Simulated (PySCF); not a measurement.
**SiO2 (SMILES O=[Si]=O): CCSD(T)/6-311G(d,p)**

What is the vertical singlet–triplet gap of SiO2 at CCSD(T)/6-311G**? Input form: a Python script.

Program for the calculation: PySCF 2.14.0.

## Step 1: Starting point

The species is SiO2 (3 atoms), meant as a singlet with charge 0. As SMILES, `O=[Si]=O`. Geometry: relaxed at GFN2-xTB.

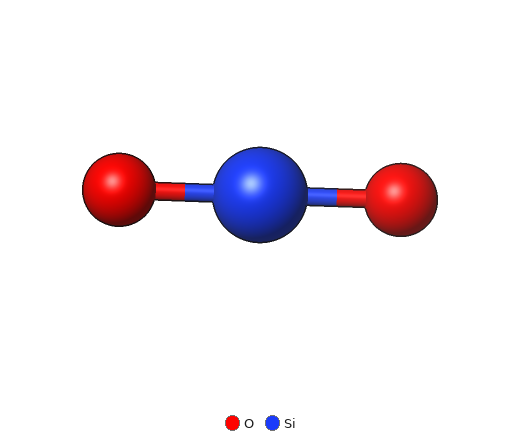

The structure, seen from a chosen angle (oxygen red, silicon blue).

## Step 2: A single-point energy at CCSD(T)/6-311G(d,p)

File input.py:

```python
# O=[Si]=O
from pyscf import gto, scf, cc

molecule = gto.M(
    atom='O 0.691230 1.217290 0.513740; Si -0.000730 0.000440 -0.000160; O -0.690510 -1.217740 -0.513580',
    spin=0,
    charge=0,
    max_memory=1860,
    verbose=3,
    basis='6-311g**',
)

mf = scf.RHF(molecule)
mf.conv_tol = 1e-10
mf.kernel()
if not mf.converged:
    mf = mf.newton().run(mf.mo_coeff, mf.mo_occ)

mycc = cc.CCSD(mf, frozen=7)
mycc.kernel()
e_t = mycc.ccsd_t()
etot = mycc.e_tot + e_t
print('Final energy', etot)
```

Run with:

```sh
OMP_NUM_THREADS=1 python input.py
```

Standard output:

```text
converged SCF energy = -438.677827288744
E(CCSD) = -439.162860132089  E_corr = -0.485032843345111
CCSD(T) correction = -0.0216769856956955
Final energy -439.18453711778466
```

Run time: 4.8 s. Hardware: 1 thread of Arm Neoverse V1, shared host; peak memory 0.17 GiB.

## Step 3: The triplet, same level

File job.py:

```python
from pyscf import gto, cc

system = gto.M(
    atom='''
O      1.306235     2.300345     0.970828
Si    -0.001380     0.000831    -0.000302
O     -1.304875    -2.301195    -0.970526
''',
    max_memory=1860,
    unit='bohr',
    verbose=4,
    spin=2,
    basis='6-311g**',
)

mf = system.UHF()
mf.conv_tol = 1e-10
mf.kernel()
if not mf.converged:
    mf = mf.newton().run(mf.mo_coeff, mf.mo_occ)

mycc = cc.CCSD(mf, frozen=7)
mycc.kernel()
e_t = mycc.ccsd_t()
energy = mycc.e_tot + e_t
print('E(%s) = %.9f' % ('CCSD(T)', energy))
```

Run with:

```sh
OMP_NUM_THREADS=1 python job.py
```

Standard output:

```text
PySCF version 2.14.0

[INPUT] num. atoms = 3
[INPUT] num. electrons = 30
[INPUT] charge = 0
[INPUT] spin (= nelec alpha-beta = 2S) = 2
[INPUT] symmetry False subgroup None
[INPUT] Mole.unit = bohr
[INPUT] Symbol           X                Y                Z      unit          X                Y                Z       unit  Magmom
[INPUT]  1 O      0.691229794106   1.217290151254   0.513740053323 AA    1.306235000000   2.300345000000   0.970828000000 Bohr   0.0
[INPUT]  2 Si    -0.000730264551   0.000439746262  -0.000159811518 AA   -0.001380000000   0.000831000000  -0.000302000000 Bohr   0.0
[INPUT]  3 O     -0.690510113099  -1.217739951883  -0.513580241805 AA   -1.304875000000  -2.301195000000  -0.970526000000 Bohr   0.0

nuclear repulsion = 90.849652910292
number of shells = 28
number of NR pGTOs = 107
number of NR cGTOs = 62
basis = 6-311g**
ecp = {}

[... 19 lines left out ...]
WARN: beta  nocc = 14  HOMO -0.507145218802446 >= LUMO -0.507145187917752
[... 1 line left out ...]
WARN: HOMO -0.117423710501313 >= LUMO -0.507145187917752
[... 102 lines left out ...]
converged SCF energy = -438.541029482007  <S^2> = 2.2179603  2S+1 = 3.1419487
[... 12 lines left out ...]
Init t2, MP2 energy = -0.440588987672181
[... 21 lines left out ...]
UCCSD converged
[... 2 lines left out ...]
E(CCSD(T)) = -439.031380785
```

It took 24 s on 1 thread of Arm Neoverse V1, shared host; peak memory 0.52 GiB.

## Step 4: Results

Level: CCSD(T)/6-311G**, 7 core orbitals frozen.

| quantity | value |
| --- | --- |
| singlet: total energy | -439.18454 Eh |
| singlet: dipole moment (Hartree–Fock density) | 0.01 D |
| singlet: HOMO energy (Hartree–Fock orbitals) | -13.74 eV |
| singlet: LUMO energy (Hartree–Fock orbitals) | 0.38 eV |
| singlet: HOMO–LUMO gap (Hartree–Fock orbitals) | 14.12 eV |
| singlet: correlation energy (7 core orbitals frozen) | -506.7 mEh |
| singlet: (T) correction | -21.68 mEh |
| singlet: T1 diagnostic | 0.026 |
| triplet: total energy | -439.03138 Eh |
| triplet: dipole moment (Hartree–Fock density) | 0.01 D |
| triplet: HOMO energy (Hartree–Fock orbitals) (highest over α and β) | -8.25 eV |
| triplet: LUMO energy (Hartree–Fock orbitals) (lowest over α and β) | -1.75 eV |
| triplet: correlation energy (7 core orbitals frozen) | -490.4 mEh |
| triplet: (T) correction | -21.33 mEh |
| triplet: ⟨S²⟩ of the reference determinant | 2.218 |
| triplet: T1 diagnostic | 0.048 |
| vertical energy of the triplet above the singlet | 4.168 eV |

At this shape the triplet lies 4.17 eV (96 kcal/mol) above the singlet. The T1 diagnostic (singlet) of 0.026 is above the customary mark for such species, so a single reference may not serve. Mulliken charges (singlet) of the mean-field density run from -0.73 on O1 to +1.45 on Si2; they depend strongly on the basis. The triples (singlet) make up 4.3 % of the correlation energy. ⟨S²⟩ (triplet) is 2.22 where a pure triplet has 2.00: the reference is spin-contaminated. The T1 diagnostic (triplet) of 0.048 is above the customary mark for such species, so a single reference may not serve.
